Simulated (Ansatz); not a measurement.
## Run report: SiNH5SF2, geometry relaxation (part 2 of 2)

SiNH5SF2; RHF/6-31G* (Ansatz 0.2.0). It belongs to a series of runs on one base structure; here: end point A relaxed.

Geometry of the input (Å):
```
Si 0.1893  -0.1853  -0.0510
H  -0.1594  0.0367  1.3476
F  1.7547  -0.3946  -0.1210
F  -0.1509  1.1729  -0.7894
N  -0.5015  -1.5481  -0.7704
H  0.0807  -2.2397  -1.1915
H  -1.4344  -1.5465  -1.1264
S  -3.0225  0.2959  0.8597
H  -3.4866  -0.8501  1.3412
H  -1.9659  0.3626  1.7204
```

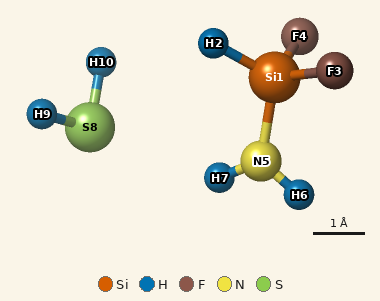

The geometry at step 19 of the log (ball-and-stick view, seen at a tilt; atoms are numbered from 1 in the order of the input).

## Trajectory as extended XYZ, continued
```
10
Properties=species:S:1:pos:R:3:forces:R:3 step=7 energy=-25655.57009
Si    0.4921   -0.2342   -0.1354   -0.0361   0.0035   0.0213
H     0.2578   -0.0421    1.2904   -0.0446  -0.0095   0.0111
F     2.0285   -0.5239   -0.3687    0.0952   0.0063  -0.0403
F     0.1657    1.1573   -0.8204    0.0365   0.0173  -0.0042
N    -0.3410   -1.5268   -0.8291    0.0010   0.0321   0.0549
H     0.1192   -2.1677   -1.4377   -0.0007  -0.0138  -0.0519
H    -1.3321   -1.5279   -0.9325   -0.0347  -0.0416   0.0090
S    -3.4786    0.1543    0.9183    0.0201   0.0439  -0.0188
H    -3.8687   -0.8757    1.6537   -0.0208  -0.0499   0.0340
H    -2.7394    0.6905    1.8806   -0.0158   0.0117  -0.0150
10
Properties=species:S:1:pos:R:3:forces:R:3 step=9 energy=-25655.58579
Si    0.5399   -0.2547   -0.1323    0.1014   0.1082  -0.1701
H     0.2535   -0.1032    1.2858   -0.0278   0.0358   0.0576
F     2.0804   -0.5454   -0.3615   -0.0577  -0.0805   0.0354
F     0.3000    1.1609   -0.8115   -0.0535  -0.0244   0.0826
N    -0.3196   -1.5187   -0.8444    0.0270  -0.1207  -0.0705
H     0.0642   -2.0377   -1.6063   -0.0106   0.0314   0.0118
H    -1.3129   -1.5978   -0.7918    0.0320   0.0507   0.0533
S    -3.5480    0.0462    0.9065   -0.0026  -0.0061  -0.0034
H    -3.8473   -0.8760    1.8114    0.0016   0.0058   0.0101
H    -2.9068    0.8299    1.7632   -0.0097   0.0000  -0.0068
10
Properties=species:S:1:pos:R:3:forces:R:3 step=10 energy=-25655.58465 accepted=F
Si    0.5618   -0.2774   -0.1173    0.0429   0.0390  -0.0163
H     0.3049   -0.1059    1.3076   -0.0525  -0.1015  -0.0057
F     2.0998   -0.5631   -0.3600   -0.0349  -0.0001  -0.0290
F     0.2717    1.1321   -0.7837    0.0498   0.1004  -0.0265
N    -0.3058   -1.5425   -0.8273    0.0086   0.1268   0.2090
H     0.0207   -1.9627   -1.6678    0.0668  -0.1190  -0.1495
H    -1.3005   -1.5642   -0.7602   -0.0780  -0.0471   0.0210
S    -3.5825   -0.0093    0.8924   -0.0318  -0.0124  -0.1525
H    -3.8350   -0.8541    1.8780   -0.0223  -0.0764   0.0876
H    -2.9315    0.8506    1.6575    0.0513   0.0905   0.0619
10
Properties=species:S:1:pos:R:3:forces:R:3 step=11 energy=-25655.59015
Si    0.5519   -0.2611   -0.1319    0.0169   0.0404  -0.0129
H     0.2620   -0.1078    1.2881   -0.0058  -0.0065   0.0077
F     2.0903   -0.5574   -0.3598   -0.0274  -0.0173   0.0007
F     0.2991    1.1568   -0.7995    0.0032  -0.0043   0.0140
N    -0.3103   -1.5284   -0.8385    0.0440  -0.0405  -0.0769
H     0.0440   -2.0031   -1.6434   -0.0401   0.0222   0.0490
H    -1.3033   -1.5944   -0.7625    0.0189   0.0065   0.0197
S    -3.5567    0.0198    0.8995    0.0012  -0.0036   0.0175
H    -3.8452   -0.8674    1.8423    0.0002   0.0044  -0.0002
H    -2.9283    0.8467    1.7250   -0.0113  -0.0015  -0.0187
10
Properties=species:S:1:pos:R:3:forces:R:3 step=13 energy=-25655.59270
Si    0.5926   -0.2786   -0.1222   -0.0069  -0.0135  -0.0292
H     0.3163   -0.1610    1.3042   -0.0096  -0.0188   0.0016
F     2.1236   -0.5900   -0.3755   -0.0156  -0.0001  -0.0035
F     0.3537    1.1595   -0.7504    0.0154   0.0156   0.0075
N    -0.3035   -1.5120   -0.8499    0.0494   0.0075  -0.0651
H    -0.0075   -1.9266   -1.7107   -0.0469   0.0276   0.0933
H    -1.2908   -1.5761   -0.7154    0.0153  -0.0185  -0.0003
S    -3.6228   -0.0933    0.8955    0.1037   0.0943   0.3841
H    -3.8053   -0.8385    1.9881    0.0394   0.1493  -0.2179
H    -3.0527    0.9203    1.5555   -0.1443  -0.2435  -0.1706
10
Properties=species:S:1:pos:R:3:forces:R:3 step=15 energy=-25655.59737
Si    0.5960   -0.2804   -0.1209   -0.0341  -0.0382   0.0198
H     0.3092   -0.1778    1.3040   -0.0050  -0.0069   0.0133
F     2.1246   -0.6060   -0.3670    0.0143  -0.0011  -0.0159
F     0.3802    1.1671   -0.7339    0.0078   0.0331  -0.0127
N    -0.3100   -1.4968   -0.8623    0.1026   0.0946   0.0890
H    -0.0223   -1.9062   -1.7228    0.0212  -0.0695  -0.1125
H    -1.2910   -1.5765   -0.7095   -0.1013  -0.0133   0.0231
S    -3.6138   -0.1369    0.9030    0.0192   0.0492   0.0583
H    -3.7681   -0.8181    2.0311    0.0066   0.0091  -0.0181
H    -3.1014    0.9353    1.4974   -0.0312  -0.0571  -0.0444
10
Properties=species:S:1:pos:R:3:forces:R:3 step=16 energy=-25655.59875
Si    0.6101   -0.2845   -0.1154   -0.0179  -0.0296  -0.0031
H     0.3277   -0.2040    1.3128   -0.0017   0.0036  -0.0046
F     2.1340   -0.6217   -0.3758    0.0078   0.0090  -0.0030
F     0.4084    1.1752   -0.7060    0.0058  -0.0002   0.0084
N    -0.3121   -1.4805   -0.8683   -0.0129   0.0646   0.0924
H    -0.0411   -1.8821   -1.7386    0.0107  -0.0444  -0.0818
H    -1.2905   -1.5698   -0.6916    0.0026  -0.0011  -0.0045
S    -3.6817   -0.1680    0.9122    0.0542   0.0052   0.1855
H    -3.7087   -0.8035    2.0823    0.0045   0.0865  -0.1442
H    -3.1428    0.9425    1.4075   -0.0531  -0.0936  -0.0451
10
Properties=species:S:1:pos:R:3:forces:R:3 step=17 energy=-25655.59991
Si    0.6136   -0.2850   -0.1137   -0.0326  -0.0375   0.0016
H     0.3246   -0.2073    1.3127   -0.0006  -0.0025   0.0091
F     2.1351   -0.6354   -0.3690    0.0225   0.0030  -0.0074
F     0.4325    1.1792   -0.6986    0.0007   0.0175  -0.0071
N    -0.3210   -1.4667   -0.8732    0.0242  -0.0058  -0.0316
H    -0.0622   -1.8637   -1.7527   -0.0360   0.0202   0.0551
H    -1.2939   -1.5684   -0.6734    0.0240   0.0052  -0.0176
S    -3.6558   -0.2064    0.9100    0.0376   0.0301   0.1883
H    -3.6937   -0.7877    2.1069    0.0035   0.0611  -0.1375
H    -3.1756    0.9452    1.3701   -0.0435  -0.0914  -0.0529
10
Properties=species:S:1:pos:R:3:forces:R:3 step=19 energy=-25655.60194
Si    0.6172   -0.2958   -0.1024   -0.0093   0.0006   0.0089
H     0.3467   -0.2510    1.3296    0.0034  -0.0024  -0.0035
F     2.1362   -0.6381   -0.3857   -0.0003   0.0037  -0.0027
F     0.4267    1.1824   -0.6502    0.0019  -0.0114   0.0029
N    -0.3247   -1.4604   -0.8779    0.0177   0.0291   0.0345
H    -0.0717   -1.8429   -1.7630    0.0079  -0.0203  -0.0448
H    -1.2979   -1.5570   -0.6813   -0.0194  -0.0007   0.0077
S    -3.6566   -0.2528    0.9201    0.0344   0.0802   0.0963
H    -3.6307   -0.7410    2.1554    0.0037   0.0331  -0.0659
H    -3.2417    0.9602    1.2747   -0.0400  -0.1118  -0.0332
10
Properties=species:S:1:pos:R:3:forces:R:3 step=21 energy=-25655.60160 accepted=F
Si    0.6230   -0.3017   -0.0924    0.0314  -0.0264  -0.0849
H     0.3675   -0.2774    1.3414    0.0022  -0.0033   0.0285
F     2.1397   -0.6327   -0.4015   -0.0050  -0.0041   0.0245
F     0.4206    1.1795   -0.6233   -0.0023   0.0688   0.0124
N    -0.3265   -1.4537   -0.8752   -0.0376  -0.0913  -0.0836
H    -0.0928   -1.8229   -1.7748   -0.0094   0.0568   0.1084
H    -1.2961   -1.5566   -0.6599    0.0201  -0.0012  -0.0046
S    -3.6772   -0.2709    0.9181   -0.0185  -0.0601  -0.0315
H    -3.5919   -0.7070    2.1648   -0.0147  -0.0827   0.0651
H    -3.2629    0.9471    1.2220    0.0338   0.1435  -0.0343
10
Properties=species:S:1:pos:R:3:forces:R:3 step=22 energy=-25655.60270
Si    0.6192   -0.2987   -0.0990    0.0022  -0.0038  -0.0066
H     0.3546   -0.2639    1.3341    0.0018  -0.0021   0.0024
F     2.1377   -0.6357   -0.3912   -0.0022   0.0012   0.0010
F     0.4238    1.1821   -0.6374    0.0006   0.0053   0.0041
N    -0.3248   -1.4586   -0.8785   -0.0022  -0.0052  -0.0030
H    -0.0777   -1.8352   -1.7689    0.0003   0.0037   0.0024
H    -1.2969   -1.5579   -0.6758    0.0004  -0.0003   0.0021
S    -3.6618   -0.2606    0.9223    0.0042   0.0088   0.0165
H    -3.6152   -0.7268    2.1633    0.0029   0.0096  -0.0117
H    -3.2553    0.9590    1.2503   -0.0079  -0.0171  -0.0073
10
Properties=species:S:1:pos:R:3:forces:R:3 step=23 energy=-25655.60329
Si    0.6221   -0.3082   -0.0876    0.0144   0.0143  -0.0142
H     0.3812   -0.3112    1.3506    0.0038  -0.0016  -0.0110
F     2.1383   -0.6269   -0.4137   -0.0234   0.0069   0.0059
F     0.4074    1.1846   -0.5861    0.0067  -0.0186   0.0142
N    -0.3281   -1.4543   -0.8798   -0.0071  -0.0222  -0.0320
H    -0.0969   -1.8065   -1.7853   -0.0080   0.0211   0.0443
H    -1.2956   -1.5653   -0.6597    0.0149  -0.0010  -0.0067
S    -3.6627   -0.2951    0.9236    0.0458   0.0846   0.1640
H    -3.5649   -0.6750    2.1949   -0.0112   0.0321  -0.1286
H    -3.2973    0.9616    1.1622   -0.0358  -0.1154  -0.0360
10
Properties=species:S:1:pos:R:3:forces:R:3 step=25 energy=-25655.60391 accepted=F
Si    0.6222   -0.3217   -0.0744    0.0019   0.0169   0.0016
H     0.4060   -0.3754    1.3667    0.0106  -0.0028  -0.0112
F     2.1359   -0.6106   -0.4372   -0.0197   0.0033   0.0042
F     0.3821    1.1842   -0.5189    0.0078  -0.0095   0.0067
N    -0.3300   -1.4514   -0.8872   -0.0243  -0.0314  -0.0378
H    -0.1153   -1.7699   -1.8089    0.0035   0.0184   0.0388
H    -1.2912   -1.5816   -0.6506    0.0301   0.0021  -0.0049
S    -3.6183   -0.3411    0.9348    0.0220   0.1618   0.1188
H    -3.5225   -0.5891    2.2366   -0.0045   0.0017  -0.0813
H    -3.3655    0.9603    1.0584   -0.0273  -0.1606  -0.0349
10
Properties=species:S:1:pos:R:3:forces:R:3 step=27 energy=-25655.60505
Si    0.6165   -0.3283   -0.0665    0.0101   0.0290   0.0061
H     0.4166   -0.4194    1.3757    0.0059   0.0032  -0.0259
F     2.1307   -0.5848   -0.4513   -0.0272   0.0098   0.0050
F     0.3485    1.1848   -0.4727    0.0070  -0.0550   0.0138
N    -0.3242   -1.4564   -0.8955   -0.0115   0.0081  -0.0009
H    -0.1101   -1.7505   -1.8249   -0.0038   0.0043   0.0142
H    -1.2807   -1.6097   -0.6538    0.0184  -0.0013  -0.0110
S    -3.6500   -0.3468    0.9530    0.0467   0.1201   0.1423
H    -3.4943   -0.5344    2.2612   -0.0143   0.0216  -0.1372
H    -3.3495    0.9491    0.9939   -0.0313  -0.1398  -0.0064
10
Properties=species:S:1:pos:R:3:forces:R:3 step=28 energy=-25655.60570
Si    0.6148   -0.3279   -0.0663    0.0060   0.0187   0.0007
H     0.4131   -0.4162    1.3752    0.0031  -0.0012  -0.0100
F     2.1294   -0.5847   -0.4483   -0.0148   0.0055   0.0018
F     0.3472    1.1839   -0.4749    0.0029  -0.0307   0.0073
N    -0.3247   -1.4569   -0.8953   -0.0045   0.0082   0.0060
H    -0.1087   -1.7522   -1.8236    0.0000   0.0000   0.0017
H    -1.2815   -1.6096   -0.6557    0.0057  -0.0022  -0.0063
S    -3.6519   -0.3429    0.9533    0.0160   0.0429   0.0405
H    -3.4895   -0.5379    2.2562   -0.0034   0.0082  -0.0382
H    -3.3447    0.9481    0.9986   -0.0111  -0.0493  -0.0035
10
Properties=species:S:1:pos:R:3:forces:R:3 step=29 energy=-25655.60614
Si    0.6086   -0.3328   -0.0598    0.0032   0.0139   0.0007
H     0.4151   -0.4418    1.3811    0.0034  -0.0032  -0.0057
F     2.1233   -0.5703   -0.4531   -0.0116   0.0045   0.0017
F     0.3249    1.1817   -0.4465    0.0013  -0.0215   0.0039
N    -0.3244   -1.4591   -0.8999   -0.0009   0.0074   0.0038
H    -0.1090   -1.7401   -1.8327   -0.0010  -0.0015   0.0023
H    -1.2788   -1.6239   -0.6587    0.0042  -0.0017  -0.0057
S    -3.6429   -0.3504    0.9608    0.0049   0.0227   0.0051
H    -3.4664   -0.5029    2.2665    0.0009   0.0058  -0.0075
H    -3.3470    0.9432    0.9614   -0.0044  -0.0264   0.0014
10
Properties=species:S:1:pos:R:3:forces:R:3 step=31 energy=-25655.60688
Si    0.5881   -0.3410   -0.0469   -0.0086  -0.0113   0.0072
H     0.4124   -0.4920    1.3928    0.0071  -0.0009  -0.0139
F     2.1041   -0.5280   -0.4614   -0.0043   0.0043   0.0029
F     0.2606    1.1743   -0.3919   -0.0032  -0.0028   0.0011
N    -0.3221   -1.4703   -0.9082   -0.0035   0.0046  -0.0018
H    -0.1042   -1.7236   -1.8487   -0.0078  -0.0006   0.0169
H    -1.2708   -1.6652   -0.6661    0.0207   0.0046  -0.0132
S    -3.6124   -0.3498    0.9651   -0.0015   0.0075   0.0126
H    -3.4286   -0.4441    2.2753   -0.0012  -0.0004  -0.0072
H    -3.3237    0.9435    0.9092    0.0022  -0.0051  -0.0047
```

## Key numbers

- outcome: converged
- total energy: −25655.6069 eV
- mean-field energy: −25655.6069 eV
- largest force (length of the vector) at the end: 0.025 eV/Å
- hardware: 1 thread of Arm Neoverse V1, 24 GiB of memory available, shared host
- wall time: 77 s
- peak memory: 0.18 GiB
